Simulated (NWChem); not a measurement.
# MgNH2F (SMILES [NH2][Mg][F]): MP2/pcseg-1

What is the vertical electron affinity of MgNH2F at MP2/pcseg-1? 

The calculation is run with NWChem 7.3.0.

1 further run of the same task is left out (set aside as unsound or not needed).

## (1) The structure to begin with

MgNH2F: 5 atoms, total charge 0, spin state singlet. SMILES: `[NH2][Mg][F]`. The coordinates come from a PBE0-D4/def2-TZVP relaxation.

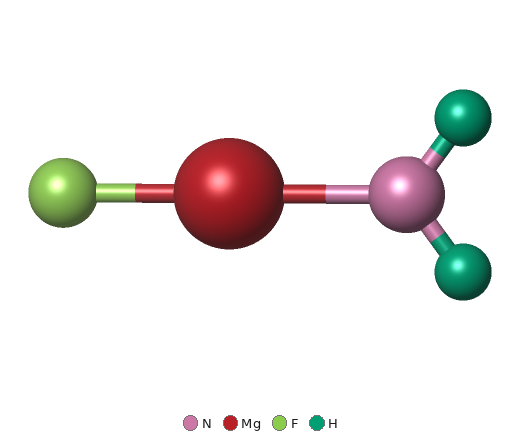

The structure, seen from a chosen angle (nitrogen pink, magnesium red, fluorine green, hydrogen teal).

## (2) A single-point energy at MP2/pcseg-1

fh2mgn.nw

```
start fh2mgn
title "FH2MgN mp2"
memory stack 880 mb heap 220 mb global 1100 mb

geometry units bohr noautosym nocenter noautoz
  N   -1.04029423   1.14498506  -0.41366105
  Mg   1.26252602  -1.40690110   0.45372324
  F    3.41719175  -3.79438109   1.26498267
  H   -1.03802656   2.93682337   0.23621577
  H   -2.50728862   0.98038991  -1.61949529
end

basis spherical
  * library pcseg-1
end

scf
  thresh 1e-06
  maxiter 60
  direct
  noprint "final vectors analysis"
end

mp2
  freeze core 3
end

task direct_mp2 energy
```

On the command line:

```
nwchem fh2mgn.nw > fh2mgn.out
```

What it wrote:

```text
[...]
  functions       =    48
[...]
  wavefunction    = RHF
[...]
         Total SCF energy =   -354.666675554576
      One-electron energy =   -655.712233051081
      Two-electron energy =    220.846853612278
 Nuclear repulsion energy =     80.198703884227
        Time for solution =      1.9s
[...]
          Total MP2 energy          -355.058111488624
[...]
```

It took 2.9 s on 1 thread of INTEL XEON PLATINUM 8581C at 2.10GHz (Emerald Rapids), shared host; peak memory 0.099 GiB.

## (3) The doublet anion at the same level

calc.nw

```
start calc
memory total 2200 mb
charge -1

geometry noautosym nocenter noautoz
  N    -0.550500    0.605900   -0.218900
  Mg    0.668100   -0.744500    0.240100
  F     1.808300   -2.007900    0.669400
  H    -0.549300    1.554100    0.125000
  H    -1.326800    0.518800   -0.857000
end

basis spherical
  * library pcseg-1
end

scf
  doublet
  uhf
  thresh 1e-06
  maxiter 80
  direct
  print medium
end

mp2
  freeze core 3
end

task mp2 energy
```

On the command line:

```
nwchem calc.nw > calc.out
```

What it wrote:

```text
[...]
  functions       =    48
[...]
  wavefunction    = UHF
[...]
         Total SCF energy =   -354.630065088204
      One electron energy =   -661.822303806692
      Two electron energy =    226.993529020882
 Nuclear repulsion energy =     80.198709697606
                       Sz =      0.5000
                 Sz(Sz+1) =      0.7500
                      S^2 =      0.7513
[...]
          Total MP2 energy          -355.025411342388
[...]
```

Run time: 3.3 s. Hardware: 1 thread of INTEL XEON PLATINUM 8581C at 2.10GHz (Emerald Rapids), shared host; peak memory 0.12 GiB.

## (4) Results

Level: MP2/pcseg-1, 3 core orbitals frozen.

| quantity | value |
| --- | --- |
| singlet MgNH2F: total energy | -355.05811 Eh |
| singlet MgNH2F: correlation energy (3 core orbitals frozen) | -391.4 mEh |
| doublet anion: total energy | -355.02541 Eh |
| doublet anion: HOMO energy (Hartree–Fock orbitals) (highest over α and β) | 0.91 eV |
| doublet anion: LUMO energy (Hartree–Fock orbitals) (lowest over α and β) | 6.02 eV |
| doublet anion: correlation energy (3 core orbitals frozen) | -395.3 mEh |
| doublet anion: ⟨S²⟩ of the reference determinant | 0.751 |
| vertical electron affinity (to the doublet anion) | -0.890 eV |

**Reading.** The anion lies 0.89 eV (85.9 kJ/mol) above the neutral: the electron isn't bound at this level, and such a value depends on the basis. Without diffuse functions anions come out too high. Mulliken charges (singlet MgNH2F) run from -1.09 on N1 to +1.55 on Mg2; they depend strongly on the basis. The HOMO (doublet anion) lies at positive energy, 0.91 eV: the electron is unbound at this level or held by a compact basis; values depend on the basis.
